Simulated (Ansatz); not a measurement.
# CCSD/aug-cc-pVTZ run of NO+ (nitrosonium)

Aim: the vertical singlet–triplet gap of NO+ (nitrosonium) at CCSD/aug-cc-pVTZ, from 2 runs. 

The calculation is run with Ansatz 0.2.0.

1 further run of the same task is left out (set aside as unsound or not needed).

## 1. The system as given

NO+: 2 atoms, total charge +1, spin state singlet. SMILES: `N#[O+]`. The bond length is the measured one.

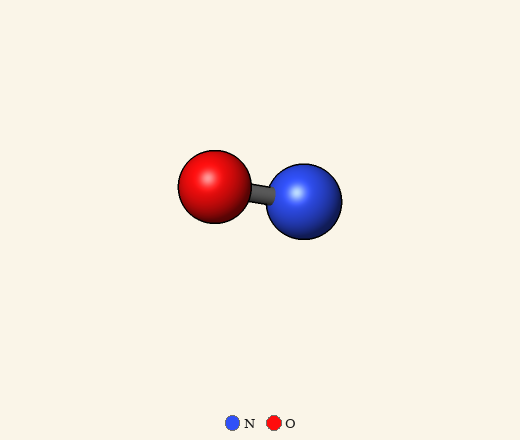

The structure, seen from a chosen angle (nitrogen blue, oxygen red).

## 2. A single-point energy at CCSD/aug-cc-pVTZ

The input, molecule.yaml:

```yaml
crystal:
  periodic: [false, false, false]
  atoms:
    - {symbol: N, position_ang: [0.000000, 0.000000, 0.000000]}
    - {symbol: O, position_ang: [0.000000, 0.000000, 1.063220]}
basis:
  gaussian: {orbitals: aug-cc-pVTZ}
total_charge: 1
correlation: {method: ccsd, frozen_orbitals: {"N": 1, O: 1}}
accuracy: high
scf: {omitted_lower_state_checks: [cluster_reference, increment]}
```

On the command line:

```
$ ansatz run molecule.yaml --threads 1 --pin off --max-ram 3480MiB --events-out events.jsonl --progress --plain --runs-dir runs
```

Log, shortened:

```text
Warning: RAYON_NUM_THREADS=1 ignored (pool sized by the plan → 1); use --threads N
Functional definition: HF
  name "HF"
[...]
1267 factors; integrals over basis functions are off by at most 2.7e-9 eV
[...]
mean field -3509.35032401 eV, -128.9662456843 hartree, gradient 1.3e-8 eV, S^2 0.000000; 0 other end points of the search recorded, 0 dependent functions left out
2 core orbitals not correlated: weight in the atoms' cores, before any rotation towards them, 1.000 or more for the frozen orbitals, at most 0.000 for the correlated occupied ones
reference -3509.35032401 eV, -128.9662456843 hartree; 5, 5 occupied and 85, 85 virtual orbitals, 1267 factors
second order -11.16072412 eV of doubles, -0.00000000 eV of singles
cycle   1  -10.41363909 eV  change    7.5e-1 eV  update   1.0e-1
[...]
cycle  19  -10.96098026 eV  change  -8.0e-11 eV  update  3.1e-10
Total energy: -3520.31130427 eV, -129.3690542793 hartree
Checks for a lower state left out: cluster_reference, increment
```

Run time: 2.9 s. Hardware: 1 thread of Arm Neoverse V2, shared host; peak memory 0.45 GiB.

## 3. The triplet

The input, input.yaml:

```yaml
crystal:
  periodic: [false, false, false]
  atoms:
    - symbol: "N"
      position_ang: [0.000000, 0.000000, 0.000000]
    - symbol: O
      position_ang: [0.000000, 0.000000, 1.063220]
basis:
  gaussian: {orbitals: aug-cc-pVTZ}
total_charge: 1
magnetization: {spin_polarized: true, initial_magnetization: 2}
correlation: {method: ccsd, frozen_orbitals: {"N": 1, O: 1}}
accuracy: high
scf: {omitted_lower_state_checks: [cluster_reference, increment]}
```

On the command line:

```
$ ansatz run input.yaml --threads 1 --pin off --max-ram 3480MiB --events-out events.jsonl --progress --plain --runs-dir runs
```

Log, shortened:

```text
Warning: RAYON_NUM_THREADS=1 ignored (pool sized by the plan → 1); use --threads N
[... 2 set-up lines as earlier in the session ...]
[...]
1267 factors; integrals over basis functions are off by at most 2.7e-9 eV
[...]
mean field -3502.75407317 eV, -128.7238379370 hartree, gradient 3.5e-8 eV, S^2 2.231426; 9 other end points of the search recorded, 0 dependent functions left out
2 core orbitals not correlated: weight in the atoms' cores, before any rotation towards them, 1.000 or more for the frozen orbitals, at most 0.000 for the correlated occupied ones
reference -3502.75407317 eV, -128.7238379370 hartree; 6, 4 occupied and 84, 86 virtual orbitals, 1267 factors
second order -8.80806464 eV of doubles, -0.00000000 eV of singles
cycle   1  -8.84312227 eV  change   -3.5e-2 eV  update   1.0e-1
[...]
cycle  26  -9.67309071 eV  change   2.4e-10 eV  update  5.1e-10
Total energy: -3512.42716388 eV, -129.0793174639 hartree
Checks for a lower state left out: cluster_reference, increment
```

Wall time 10 s (1 thread of Arm Neoverse V2, shared host); peak memory 0.74 GiB.

## 4. Summary of results

At CCSD/aug-cc-pVTZ, 2 core orbitals frozen:

```
                                            quantity          value
                               singlet: total energy  -129.36905 Eh
singlet: correlation energy (2 core orbitals frozen)     -402.8 mEh
                              singlet: T1 diagnostic          0.017
                               triplet: total energy  -129.07932 Eh
triplet: correlation energy (2 core orbitals frozen)     -355.5 mEh
          triplet: ⟨S²⟩ of the reference determinant          2.231
                              triplet: T1 diagnostic          0.064
    vertical energy of the triplet above the singlet       7.884 eV
```

What this shows: At this shape the triplet lies 7.88 eV (761 kJ/mol) above the singlet. ⟨S²⟩ (triplet) is 2.23 where a pure triplet has 2.00: the reference is spin-contaminated. The T1 diagnostic (triplet) of 0.064 is above the customary mark for such species, so a single reference may not serve.
